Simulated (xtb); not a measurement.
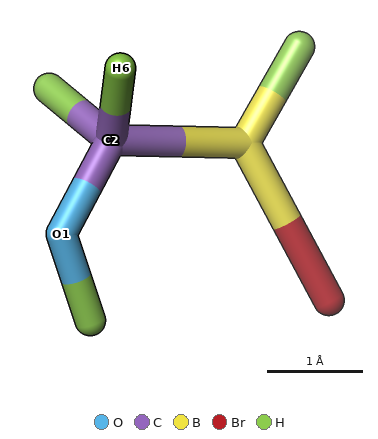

*The starting structure (stick view, seen at a tilt; atoms are numbered from 1 in the order of the input).*

Bond lengths as drawn: B–Br 1.90 Å, B–C 1.64 Å, B–H 1.20 Å, C–H 1.08 to 1.11 Å, C–O 1.18 Å and H–O 1.02 Å.

## Molecular dynamics of CH4BBrO (part 1 of 2)

System: CH4BBrO.
Method: GFN2-xTB (xtb 6.7.1).

What the program printed:
```
* xtb version 6.7.1
   ID    Z sym.   atoms
    1    8 O      1
    2    6 C      2
    3    5 B      3
    4   35 Br     4
    5    1 H      5-8

           -------------------------------------------------
          |                Calculation Setup                |
           -------------------------------------------------

          program call               : xtb in.coord --gfn 2 --md -I xtb.inp
          coordinate file            : in.coord
          omp threads                :                     1

           -------------------------------------------------
          |                 G F N 2 - x T B                 |
           -------------------------------------------------

      * Hamiltonian:
        H0-scaling (s, p, d)           1.850000    2.230000    2.230000
        zeta-weighting                 0.500000
      * Dispersion:
        s8                             2.700000
        a1                             0.520000
        a2                             5.000000
        s9                             5.000000
      * Repulsion:
        kExp                           1.500000    1.000000
        rExp                           1.000000
      * Coulomb:
        alpha                          2.000000
        third order                    shell-resolved
        anisotropic                    true
        a3                             3.000000
        a5                             4.000000
        cn-shift                       1.200000
        cn-exp                         4.000000
        max-rad                        5.000000

          ...................................................
          :                      SETUP                      :
          :.................................................:
          :  # basis functions                  26          :
          :  # atomic orbitals                  25          :
          :  # shells                           13          :
          :  # electrons                        24          :
          :  max. iterations                   250          :
          :  Hamiltonian                  GFN2-xTB          :
          :  restarted?                      false          :
          :  GBSA solvation                  false          :
          :  PC potential                    false          :
          :  electronic temp.          300.0000000     K    :
          :  accuracy                    1.0000000          :
          :  -> integral cutoff          0.2500000E+02      :
          :  -> integral neglect         0.1000000E-07      :
          :  -> SCF convergence          0.1000000E-05 Eh   :
          :  -> wf. convergence          0.1000000E-03 e    :
          :  Broyden damping             0.0500000          :
          :  net charge                          0          :
          :  unpaired electrons                  0          :
          ...................................................

 iter      E             dE          RMSdq      gap      omega  full diag
   1    -13.4520479 -0.134520E+02  0.859E+00    4.42       0.0  T
   2    -13.5022430 -0.501952E-01  0.811E+00    4.09       1.0  T
   3    -13.4833656  0.188774E-01  0.633E+00    1.81       1.0  T
   4    -13.5932322 -0.109867E+00  0.552E+00    2.26       1.0  T
   5    -13.6161733 -0.229411E-01  0.231E+00    3.81       1.0  T
   6    -13.6229966 -0.682330E-02  0.212E+00    3.71       1.0  T
   7    -13.6132074  0.978926E-02  0.217E+00    3.87       1.0  T
   8    -13.6334150 -0.202077E-01  0.101E+00    3.41       1.0  T
   9    -13.6304473  0.296776E-02  0.890E-01    3.05       1.0  T
  10    -13.6322161 -0.176880E-02  0.609E-01    3.47       1.0  T
  11    -13.6179268  0.142893E-01  0.122E+00    3.76       1.0  T
  12    -13.6350187 -0.170919E-01  0.166E-01    3.23       1.0  T
  13    -13.6349815  0.371747E-04  0.180E-01    3.18       1.0  T
  14    -13.6350036 -0.220879E-04  0.108E-01    3.22       1.0  T
  15    -13.6350143 -0.107188E-04  0.104E-01    3.22       1.0  T
  16    -13.6350675 -0.532375E-04  0.311E-02    3.24       1.1  T
  17    -13.6350685 -0.973731E-06  0.278E-02    3.24       1.3  T
  18    -13.6350686 -0.150659E-06  0.764E-03    3.25       4.6  T
  19    -13.6350689 -0.204467E-06  0.570E-03    3.25       6.2  T
  20    -13.6350689 -0.827237E-07  0.417E-03    3.25       8.5  T
  21    -13.6350689 -0.278135E-08  0.354E-03    3.25      10.0  T
  22    -13.6350689  0.247017E-08  0.177E-03    3.25      20.0  T
  23    -13.6350689  0.109574E-08  0.169E-03    3.25      20.9  T
  24    -13.6350689 -0.936466E-08  0.570E-04    3.25      62.0  T
  25    -13.6350689 -0.131472E-09  0.516E-04    3.25      68.5  T

   *** convergence criteria satisfied after 25 iterations ***

         #    Occupation            Energy/Eh            Energy/eV
      -------------------------------------------------------------
         1        2.0000           -0.8403815             -22.8679
       ...           ...                  ...                  ...
         6        2.0000           -0.5538888             -15.0721
         7        2.0000           -0.5176905             -14.0871
         8        2.0000           -0.4748208             -12.9205
         9        2.0000           -0.4434075             -12.0657
        10        2.0000           -0.4380619             -11.9203
        11        2.0000           -0.4170024             -11.3472
        12        2.0000           -0.3988618             -10.8536 (HOMO)
        13                         -0.2795167              -7.6060 (LUMO)
        14                         -0.0997588              -2.7146
        15                         -0.0285561              -0.7771
        16                          0.0234442               0.6379
        17                          0.0296002               0.8055
       ...                                ...                  ...
        25                          0.7171530              19.5147
      -------------------------------------------------------------
                  HL-Gap            0.1193451 Eh            3.2475 eV
             Fermi-level           -0.3391892 Eh           -9.2298 eV

 SCC (total)                   0 d,  0 h,  0 min,  0.005 sec
 SCC setup                      ...        0 min,  0.000 sec (  1.115%)
 Dispersion                     ...        0 min,  0.000 sec (  0.480%)
 classical contributions        ...        0 min,  0.000 sec (  0.110%)
 integral evaluation            ...        0 min,  0.000 sec (  8.687%)
 iterations                     ...        0 min,  0.004 sec ( 72.694%)
 molecular gradient             ...        0 min,  0.001 sec ( 15.615%)
 printout                       ...        0 min,  0.000 sec (  1.077%)

         :::::::::::::::::::::::::::::::::::::::::::::::::::::
         ::                     SUMMARY                     ::
         :::::::::::::::::::::::::::::::::::::::::::::::::::::
         :: total energy             -13.524132276367 Eh    ::
         :: gradient norm              0.380299503169 Eh/a0 ::
         :: HOMO-LUMO gap              3.247545221256 eV    ::
         ::.................................................::
         :: SCC energy               -13.635067783902 Eh    ::
         :: -> isotropic ES            0.043123842544 Eh    ::
         :: -> anisotropic ES          0.000480190340 Eh    ::
         :: -> anisotropic XC         -0.014107555114 Eh    ::
         :: -> dispersion             -0.003904966052 Eh    ::
         :: repulsion energy           0.110935507536 Eh    ::
         :: add. restraining           0.000000000000 Eh    ::
         :: total charge               0.000000000000 e     ::
         :::::::::::::::::::::::::::::::::::::::::::::::::::::

           -------------------------------------------------
          |                Property Printout                |
           -------------------------------------------------

    * Orbital Energies and Occupations

         #    Occupation            Energy/Eh            Energy/eV
      -------------------------------------------------------------
         1        2.0000           -0.8403815             -22.8679
         2        2.0000           -0.7352374             -20.0068
         3        2.0000           -0.6554887             -17.8368
         4        2.0000           -0.5944076             -16.1747
         5        2.0000           -0.5705872             -15.5265
         6        2.0000           -0.5538888             -15.0721
         7        2.0000           -0.5176905             -14.0871
         8        2.0000           -0.4748208             -12.9205
         9        2.0000           -0.4434075             -12.0657
        10        2.0000           -0.4380619             -11.9203
        11        2.0000           -0.4170024             -11.3472
        12        2.0000           -0.3988618             -10.8536 (HOMO)
        13                         -0.2795167              -7.6060 (LUMO)
        14                         -0.0997588              -2.7146
        15                         -0.0285561              -0.7771
        16                          0.0234442               0.6379
        17                          0.0296002               0.8055
        18                          0.0710682               1.9339
        19                          0.0846987               2.3048
        20                          0.1594520               4.3389
        21                          0.1726570               4.6982
        22                          0.2147442               5.8435
        23                          0.3291617               8.9569
       ...                                ...                  ...
        25                          0.7171530              19.5147
      -------------------------------------------------------------
                  HL-Gap            0.1193451 Eh            3.2475 eV
             Fermi-level           -0.3391892 Eh           -9.2298 eV

     #   Z          covCN         q      C6AA      α(0)
     1   8          1.649    -0.372    20.324     6.086
     2   6          3.602     0.055    20.197     6.498
     3   5          2.664     0.288    17.326     7.005
     4  35          0.858    -0.210   190.696    22.265
     5   1          0.794     0.309     0.696     1.312
     6   1          0.925     0.029     2.602     2.523
     7   1          0.922    -0.002     3.085     2.747
     8   1          0.926    -0.098     5.485     3.662

 Mol. C6AA /au·bohr⁶  :       1117.157325
 Mol. C8AA /au·bohr⁸  :      41117.457157
 Mol. α(0) /au        :         52.097430

Wiberg/Mayer (AO) data.
largest (>0.10) Wiberg bond orders for each atom

 ---------------------------------------------------------------------------
     #   Z sym  total        # sym  WBO       # sym  WBO       # sym  WBO
 ---------------------------------------------------------------------------
     1   8      2.101 --     2      1.117     5      0.849
     2   6      3.945 --     1      1.117     3      1.025     6      0.908
                             7      0.877
     3   5      3.318 --     4      1.127     2      1.025     8      0.979
     4  35      1.185 --     3      1.127
     5   1      0.904 --     1      0.849
     6   1      0.999 --     2      0.908
     7   1      1.000 --     2      0.877
     8   1      0.990 --     3      0.979
 ---------------------------------------------------------------------------

Topologies differ in total number of bonds
Writing topology from bond orders to xtbtopo.mol

molecular dipole:
                 x           y           z       tot (Debye)
 q only:        0.230       0.155      -0.040
   full:        0.889      -0.036       0.232       2.336
molecular quadrupole (traceless):
                xx          xy          yy          xz          yz          zz
 q only:       -0.857      -3.545      -1.550      -0.320      -1.683       2.407
  q+dip:       -5.236      -5.247       1.071      -4.127      -2.641       4.166
   full:       -4.742      -5.577       0.065      -4.321      -2.431       4.677

           -------------------------------------------------
          | TOTAL ENERGY              -13.524132276367 Eh   |
          | GRADIENT NORM               0.380299503169 Eh/α |
          | HOMO-LUMO GAP               3.247545221256 eV   |
           -------------------------------------------------
           -------------------------------------------------
          |               Molecular Dynamics                |
           -------------------------------------------------
 trajectories on xtb.trj or xtb.trj.<n>

 MD time /ps        :    0.10
 dt /fs             :    1.00
 SCC accuracy       :    2.00
 temperature /K     :  400.00
 max steps          :   100
 block length (av.) :  5000
 dumpstep(trj) /fs  :    4.00     4
 dumpstep(coords)/fs: 1000.00  1000
 H atoms mass (amu) :     1
 # deg. of freedom  :    24
 SHAKE off
         time (ps)    <Epot>      Ekin   <T>   T     Etot       error
      0    0.00      0.00000   0.0760    0.    0.   -13.44813    0.0000
 average properties
 Epot               :  -13.381670394083468
 Epot (accurate SCC):  -13.510436051567615
 Ekin               :   5.9694000680463488E-002
 Etot               :  -13.321976393403004
 T                  :   1570.8243593904429
 normal exit of md()

------------------------------------------------------------------------
------------------------------------------------------------------------
 total:
 *  cpu-time:     0 d,  0 h,  0 min,  0.294 sec
 * ratio c/w:     0.997 speedup
 SCF:
 *  cpu-time:     0 d,  0 h,  0 min,  0.005 sec
 * ratio c/w:     1.000 speedup
 MD:
 *  cpu-time:     0 d,  0 h,  0 min,  0.281 sec
 * ratio c/w:     0.997 speedup
```

Standard error:
```
normal termination of xtb
```
